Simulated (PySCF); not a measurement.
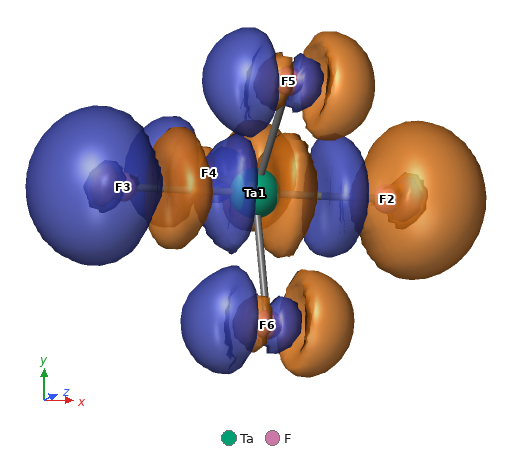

*F₅Ta. Change of the electron density in a uniform field of 0.51 V/Å, surfaces at ±0.003 e/Å³ (orange: gain, blue: loss).*

Level of theory: B3LYP/def2-SVPD (PySCF), at a geometry from GFN2-xTB. Core potentials replace the inner electrons of Ta; spin–orbit coupling isn't included. This is a single-reference result, which may miss multireference character in this system. No frequency check shows the geometry to be a minimum. GFN2-xTB bond lengths at metals and heavier atoms can be off by up to 0.1 Å and shapes distorted, which carries into these values.

Question: Along which Cartesian direction does the field point?

Answer: Along −x: electrons gather on the +x side, against the field.

Question: How large is the response?

Answer: The induced dipole is 1.03 D (along the field); α along this axis, from the fields in both directions, is 40 bohr³ (6.0 Å³).

Question: Which atoms gain and lose the most charge?

Answer: Electrons gather most on F2 (Hirshfeld charge changes by −0.029 e) and leave F3 most (+0.030 e); 0.091 electrons are displaced in all.
